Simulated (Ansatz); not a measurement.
The starting structures come from a database of crystals and need not be the phases stable at ambient conditions.

 Where the default PAW files enter, the runs use the earlier of Ansatz's two default sets.

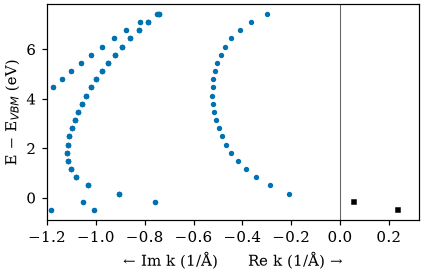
*Complex bands at the centre of the two-dimensional zone; r2SCAN (Ansatz, an electronic-structure program)*

The gap is the functional's own, uncorrected, and κ follows it; spin-orbit coupling is left out. Mid-gap values are interpolated between the computed energies.

Problem. This is LiBH4 (P6_3mc, not sure to be the ambient phase, 12 atoms a cell, 8.6 Å³ an atom) along the normal of (001). Read off the slowest decay at the centre of the two-dimensional zone at 3.79 eV, the computed energy nearest the middle of the gap.

Solution. κ ≈ 0.52 1/Å, a decay length 1/(2κ) of the density of 0.96 Å.
